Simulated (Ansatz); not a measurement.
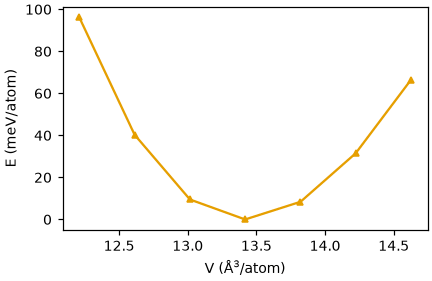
*FePt (L1₀ or tetragonal B2, P4/mmm) under volume change, PBEsol (plane waves, PAW; program Ansatz), shape and atoms relaxed at each volume.*

What does a third-order Birch–Murnaghan fit give for V₀, B₀ and B′?

V₀ = 13.42 Å³/atom, B₀ = 232 GPa, B′ = 5.0.

Symmetry was held in the PBEsol relaxation. The final state is ferromagnetic, chosen from 5 collinear starts compared on coarse meshes (ties went to the first, and starts can fall back to one state), not a proven ground state. Textbook magnetic order: ferromagnetic. Scalar-relativistic: spin–orbit coupling is off unless named, which matters more the heavier the elements.

Potentials: the later of the program's two PAW sets.
